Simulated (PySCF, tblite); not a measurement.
# C₆H₁₁P: dynamics, then NMR shifts on frames, part 2 of 2

tblite 0.8.0 and PySCF 2.14.0. Atoms count from 0. Earlier steps stand in the parts before.

### 5 NMR shieldings: 625 fs, PBE0/pcSseg-1

The job: settings as JSON, then the geometry in Å.

```
{"job": {"kind": "nmr", "xc": "PBE0", "basis": "pcSseg-1", "pop": false}, "charge": 0, "multiplicity": 1}
C     -2.394700     0.134200     1.310000
C     -2.042300    -0.659400     0.458500
C     -1.355400    -1.709600    -0.327600
P     -0.638500    -1.186500    -1.933900
C      1.037000    -0.778500    -1.219700
C      1.264100     0.659600    -0.744200
C      2.651300     0.744000    -0.144700
H     -2.573600     0.880000     2.004300
H     -0.658800    -2.311700     0.272500
H     -2.195900    -2.365200    -0.556700
H     -0.388700    -2.497000    -2.274500
H      1.213700    -1.469300    -0.363500
H      1.755000    -1.078500    -1.946600
H      1.097000     1.296900    -1.583400
H      0.572800     0.876000     0.041700
H      3.510200     0.486600    -0.823300
H      2.617600     0.079500     0.756800
H      2.729900     1.766500     0.180000
```

Level: GIAO PBE0/pcSseg-1 NMR shielding, non-relativistic, gas phase.

Log:

```text
coarse grid: 14960 points
cycle   1  E = -575.9492692148  dE =  6.416e-01  |g| = 4.470e-01  |ddm| = 3.806e+00
cycle   2  E = -575.9410907281  dE =  8.178e-03  |g| = 4.804e-01  |ddm| = 9.940e-01
cycle   3  E = -576.0015157802  dE = -6.043e-02  |g| = 8.095e-02  |ddm| = 5.551e-01
cycle   4  E = -576.0026274181  dE = -1.112e-03  |g| = 5.189e-02  |ddm| = 1.112e-01
cycle   5  E = -576.0032529454  dE = -6.255e-04  |g| = 1.465e-02  |ddm| = 4.535e-02
cycle   6  E = -576.0033052872  dE = -5.234e-05  |g| = 3.119e-03  |ddm| = 1.535e-02
cycle   7  E = -576.0033076521  dE = -2.365e-06  |g| = 7.690e-04  |ddm| = 3.630e-03
final grid: 138272 points
cycle   8  E = -576.0485668725  dE = -3.949e-05  |g| = 8.816e-03  |ddm| = 3.561e-02
cycle   9  E = -576.0485563718  dE =  1.050e-05  |g| = 1.090e-02  |ddm| = 1.802e-02
cycle  10  E = -576.0485867189  dE = -3.035e-05  |g| = 1.418e-03  |ddm| = 1.081e-02
cycle  11  E = -576.0485871557  dE = -4.369e-07  |g| = 5.292e-04  |ddm| = 1.333e-03
cycle  12  E = -576.0485872240  dE = -6.829e-08  |g| = 1.244e-04  |ddm| = 5.024e-04
cycle  13  E = -576.0485872279  dE = -3.845e-09  |g| = 3.499e-05  |ddm| = 1.436e-04
cycle  14  E = -576.0485872282  dE = -3.149e-10  |g| = 7.174e-06  |ddm| = 4.307e-05
converged SCF energy = -576.0485872282

GIAO shielding tensors (ppm)
atom      isotropic    diamagn.    paramagn.     s11        s22        s33       span
  0 C      104.681     261.085    -156.404     24.266     36.778    253.000    228.734
  1 C       94.012     266.293    -172.281    -16.236      3.613    294.660    310.896
  2 C      164.022     248.252     -84.230    148.929    162.828    180.309     31.380
  3 P      434.646     965.137    -530.492    394.096    441.683    468.159     74.064
  4 C      145.652     254.231    -108.579    119.579    149.996    167.380     47.801
  5 C      162.923     247.708     -84.785    152.337    162.310    174.121     21.784
  6 C      163.278     249.281     -86.003    151.955    157.480    180.398     28.443
  7 H       30.402      34.550      -4.147     24.782     25.391     41.034     16.251
  8 H       28.789      30.703      -1.914     24.198     28.247     33.920      9.722
  9 H       29.035      26.386       2.649     22.890     28.692     35.525     12.635
 10 H       28.862      30.305      -1.443     23.861     27.186     35.539     11.678
 11 H       29.932      34.276      -4.343     25.863     30.929     33.005      7.142
 12 H       30.373      32.801      -2.428     25.466     30.357     35.294      9.828
 13 H       30.731      31.883      -1.152     25.953     30.093     36.146     10.193
 14 H       30.315      34.960      -4.646     24.423     30.652     35.869     11.446
 15 H       29.750      28.144       1.606     26.033     27.405     35.812      9.779
 16 H       29.775      30.229      -0.453     25.380     28.905     35.040      9.660
 17 H       30.173      29.660       0.513     25.111     27.849     37.558     12.447
```

Wall time 60 s (1 thread of AMD EPYC, shared host); peak memory 0.84 GiB.

Key values: δ C1 92.9, C0 82.2, C4 41.3, C5 24.0, H8 2.93, H10 2.85 ppm.

### 6 Shielding tensors: 800 fs, PBE0/pcSseg-1

The job: settings as JSON, then the geometry in Å.

```
{"job": {"kind": "nmr", "xc": "PBE0", "basis": "pcSseg-1", "pop": false}, "charge": 0, "multiplicity": 1}
C     -2.481700     0.206600     1.168800
C     -2.023300    -0.464200     0.320500
C     -1.792400    -1.476000    -0.731100
P     -0.574600    -1.115600    -2.093700
C      1.105400    -1.095800    -1.205300
C      1.319400     0.204900    -0.465000
C      2.755400     0.256900     0.044300
H     -2.907800     0.824400     1.923500
H     -1.341100    -2.289700    -0.175800
H     -2.812000    -1.637300    -1.143300
H     -0.336500    -2.461400    -2.449000
H      1.136100    -1.881900    -0.484600
H      1.885100    -1.132600    -1.986700
H      1.194600     1.030600    -1.129600
H      0.527100     0.201000     0.289000
H      3.275000     0.256800    -0.874800
H      3.038000    -0.555600     0.745000
H      2.973000     1.156900     0.661200
```

With the program's defaults for keys left out, this is: GIAO PBE0/pcSseg-1 NMR shielding, non-relativistic, gas phase.

Log:

```text
coarse grid: 14960 points
cycle   1  E = -575.9385374961  dE =  6.650e-01  |g| = 4.760e-01  |ddm| = 3.789e+00
cycle   2  E = -575.9323301365  dE =  6.207e-03  |g| = 4.980e-01  |ddm| = 1.082e+00
cycle   3  E = -575.9974153012  dE = -6.509e-02  |g| = 7.360e-02  |ddm| = 5.977e-01
cycle   4  E = -575.9985043688  dE = -1.089e-03  |g| = 4.010e-02  |ddm| = 1.079e-01
cycle   5  E = -575.9988604439  dE = -3.561e-04  |g| = 1.518e-02  |ddm| = 4.143e-02
cycle   6  E = -575.9989147093  dE = -5.427e-05  |g| = 3.483e-03  |ddm| = 1.528e-02
cycle   7  E = -575.9989176774  dE = -2.968e-06  |g| = 8.005e-04  |ddm| = 4.045e-03
final grid: 138272 points
cycle   8  E = -576.0431313655  dE = -3.940e-05  |g| = 8.255e-03  |ddm| = 4.624e-02
cycle   9  E = -576.0431237627  dE =  7.603e-06  |g| = 9.897e-03  |ddm| = 1.625e-02
cycle  10  E = -576.0431489759  dE = -2.521e-05  |g| = 9.376e-04  |ddm| = 9.569e-03
cycle  11  E = -576.0431491561  dE = -1.801e-07  |g| = 4.263e-04  |ddm| = 1.095e-03
cycle  12  E = -576.0431491975  dE = -4.146e-08  |g| = 1.196e-04  |ddm| = 3.776e-04
cycle  13  E = -576.0431492011  dE = -3.540e-09  |g| = 3.182e-05  |ddm| = 1.415e-04
cycle  14  E = -576.0431492013  dE = -2.628e-10  |g| = 6.771e-06  |ddm| = 3.927e-05
converged SCF energy = -576.0431492013

GIAO shielding tensors (ppm)
atom      isotropic    diamagn.    paramagn.     s11        s22        s33       span
  0 C      110.323     260.338    -150.015     34.999     39.096    256.874    221.875
  1 C      101.036     264.035    -162.999      0.957      7.479    294.672    293.715
  2 C      172.651     248.499     -75.848    154.132    175.214    188.607     34.475
  3 P      409.787     963.503    -553.716    335.873    402.176    491.313    155.440
  4 C      150.100     255.974    -105.875    131.691    156.437    162.171     30.480
  5 C      161.280     249.698     -88.418    147.970    163.706    172.164     24.194
  6 C      165.650     247.181     -81.531    147.060    164.189    185.701     38.641
  7 H       29.960      34.402      -4.442     24.761     24.930     40.188     15.427
  8 H       28.437      28.851      -0.414     22.474     29.428     33.409     10.935
  9 H       28.228      25.525       2.703     21.679     27.914     35.091     13.412
 10 H       27.891      28.312      -0.421     22.928     26.766     33.979     11.051
 11 H       30.093      34.089      -3.995     26.050     30.652     33.578      7.527
 12 H       29.907      31.775      -1.868     25.138     29.595     34.987      9.849
 13 H       30.962      33.913      -2.951     25.715     31.424     35.747     10.032
 14 H       29.370      34.453      -5.082     22.094     30.153     35.864     13.770
 15 H       31.170      29.939       1.231     26.557     29.712     37.241     10.684
 16 H       30.134      29.470       0.664     26.051     28.520     35.830      9.779
 17 H       29.667      29.006       0.661     25.148     26.922     36.931     11.783
```

Run time: 59 s. Hardware: 1 thread of AMD EPYC, shared host; peak memory 0.82 GiB.

In short: δ C1 85.9, C0 76.6, C4 36.8, C5 25.6, H10 3.83, H9 3.49 ppm.

### 7 Nuclear shieldings: 1000 fs, PBE0/pcSseg-1

The job: settings as JSON, then the geometry in Å.

```
{"job": {"kind": "nmr", "xc": "PBE0", "basis": "pcSseg-1", "pop": false}, "charge": 0, "multiplicity": 1}
C     -1.920800    -0.269500     1.272500
C     -1.923300    -0.802600     0.207600
C     -1.706400    -1.511800    -1.010600
P     -0.701200    -0.426300    -2.160100
C      1.037300    -0.910100    -1.566000
C      1.515300     0.053900    -0.454000
C      2.861100    -0.448800     0.091900
H     -1.938500     0.238500     2.117300
H     -1.245400    -2.481100    -0.902500
H     -2.716300    -1.668400    -1.459600
H     -0.614800    -1.343100    -3.130100
H      1.089900    -1.957800    -1.199400
H      1.683400    -0.734600    -2.394900
H      1.507500     1.027100    -0.930900
H      0.742500    -0.047200     0.287700
H      3.615200    -0.264700    -0.653100
H      2.894900    -1.491500     0.320700
H      3.089500     0.103700     0.968200
```

With the program's defaults for keys left out, this is: GIAO PBE0/pcSseg-1 NMR shielding, non-relativistic, gas phase.

Log:

```text
coarse grid: 14960 points
cycle   1  E = -575.9407737889  dE =  7.322e-01  |g| = 4.688e-01  |ddm| = 3.835e+00
cycle   2  E = -575.9330828401  dE =  7.691e-03  |g| = 4.971e-01  |ddm| = 1.091e+00
cycle   3  E = -575.9970727630  dE = -6.399e-02  |g| = 9.430e-02  |ddm| = 6.126e-01
cycle   4  E = -575.9988498439  dE = -1.777e-03  |g| = 5.063e-02  |ddm| = 1.201e-01
cycle   5  E = -575.9994414468  dE = -5.916e-04  |g| = 1.336e-02  |ddm| = 4.619e-02
cycle   6  E = -575.9994850034  dE = -4.356e-05  |g| = 3.215e-03  |ddm| = 1.517e-02
cycle   7  E = -575.9994875345  dE = -2.531e-06  |g| = 7.411e-04  |ddm| = 3.808e-03
final grid: 138272 points
cycle   8  E = -576.0445832908  dE = -4.022e-05  |g| = 8.604e-03  |ddm| = 3.801e-02
cycle   9  E = -576.0445752594  dE =  8.031e-06  |g| = 1.025e-02  |ddm| = 1.713e-02
cycle  10  E = -576.0446023351  dE = -2.708e-05  |g| = 9.484e-04  |ddm| = 1.014e-02
cycle  11  E = -576.0446025202  dE = -1.851e-07  |g| = 4.320e-04  |ddm| = 1.094e-03
cycle  12  E = -576.0446025627  dE = -4.252e-08  |g| = 1.344e-04  |ddm| = 4.078e-04
cycle  13  E = -576.0446025672  dE = -4.428e-09  |g| = 3.634e-05  |ddm| = 1.516e-04
cycle  14  E = -576.0446025675  dE = -3.397e-10  |g| = 6.171e-06  |ddm| = 4.230e-05
converged SCF energy = -576.0446025675

GIAO shielding tensors (ppm)
atom      isotropic    diamagn.    paramagn.     s11        s22        s33       span
  0 C      109.407     257.195    -147.789     35.753     44.818    247.648    211.895
  1 C       98.178     267.170    -168.992     -7.222      7.602    294.153    301.375
  2 C      171.558     253.577     -82.020    162.859    171.635    180.178     17.319
  3 P      442.556     965.734    -523.177    383.941    448.670    495.058    111.117
  4 C      144.417     256.057    -111.640    125.434    145.408    162.408     36.974
  5 C      159.568     249.646     -90.078    143.052    162.237    173.414     30.361
  6 C      172.074     245.622     -73.548    154.398    167.706    194.118     39.720
  7 H       32.405      36.873      -4.468     26.818     27.230     43.167     16.349
  8 H       29.311      31.006      -1.695     24.966     28.002     34.965      9.999
  9 H       28.920      26.393       2.527     23.164     27.274     36.323     13.159
 10 H       29.197      31.192      -1.995     24.059     27.688     35.845     11.786
 11 H       29.784      33.644      -3.859     25.765     30.353     33.234      7.469
 12 H       30.316      33.321      -3.005     25.826     30.261     34.861      9.035
 13 H       30.363      32.889      -2.526     25.811     30.085     35.193      9.382
 14 H       29.561      35.118      -5.557     22.288     30.287     36.108     13.819
 15 H       31.063      28.936       2.128     26.793     28.876     37.521     10.727
 16 H       31.519      30.784       0.735     27.341     30.135     37.079      9.738
 17 H       31.042      30.046       0.997     25.879     28.356     38.892     13.014
```

Wall time 56 s (1 thread of AMD EPYC, shared host); peak memory 0.84 GiB.

Key values: δ C1 88.7, C0 77.5, C4 42.5, C5 27.4, H9 2.80, H10 2.52 ppm.

### 8 Side by side: NMR shifts

Shifts (ppm) of some atoms, chosen among heavy atoms and hydrogens apart, with basis size and wall time:

| frame | C1 | C4 | C6 | C2 | H10 | H7 | P3 | functions | time |
| --- | --- | --- | --- | --- | --- | --- | --- | --- | --- |
| 250 fs | 91.6 | 34.6 | 22.4 | 16.5 | 4.14 | -0.40 | -104.4 | 181 | 63 s |
| 425 fs | 93.9 | 36.4 | 19.9 | 22.0 | 2.31 | 2.09 | -94.4 | 181 | 62 s |
| 625 fs | 92.9 | 41.3 | 23.6 | 22.9 | 2.85 | 1.31 | -116.3 | 181 | 60 s |
| 800 fs | 85.9 | 36.8 | 21.3 | 14.3 | 3.83 | 1.76 | -91.4 | 181 | 59 s |
| 1000 fs | 88.7 | 42.5 | 14.9 | 15.4 | 2.52 | -0.69 | -124.2 | 181 | 56 s |

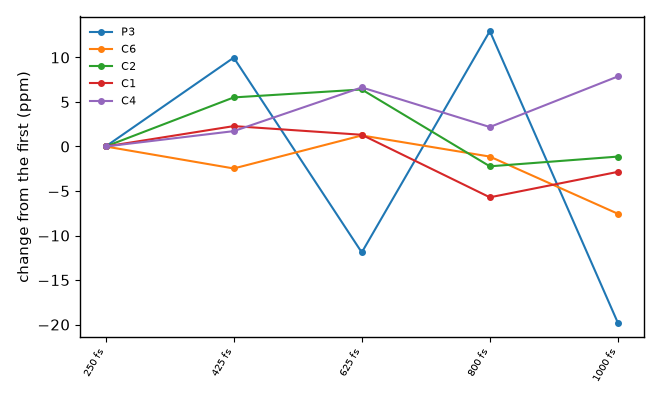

How five of the tabulated atoms move from run to run.

### 9 Results

The summary covers parts 1 to 2.

| quantity | value |
| --- | --- |
| thermostat | 300 K |
| mean temperature, second half | 291 K |
| mean potential energy above the minimum | 0.65 eV |
| ¹³C shifts against TMS (PBE0/pcSseg-1, 250 fs) | 91.6, 80.6, 34.6, 31.0, 22.4, 16.5 ppm |
| ¹H shifts against TMS (PBE0/pcSseg-1, 250 fs) | 4.14, 3.14, 3.06, 2.10, 2.08, 2.00, 1.76, 1.46, 1.04, 0.52, -0.40 ppm |
| ³¹P shifts against H3PO4 (PBE0/pcSseg-1, 250 fs) | -104.4 ppm |
| range of the shift of P3 | -124.2 to -91.4 ppm |

In words: In the second half the potential energy averages 0.65 eV above the minimum; equipartition over 48 harmonic modes at 300 K would give 0.62 eV. With 18 atoms the temperature swings widely (182 to 452 K). Shifts at one fixed geometry are not the observed spectrum, which averages over the motion. In the first frame run (250 fs): The widest tensor belongs to C1: span 308 ppm, with a paramagnetic part of -171 ppm. In ppm, P3 moves most: its shift spreads over 32.8 ppm, from -124.2 (1000 fs) to -91.4 (800 fs).
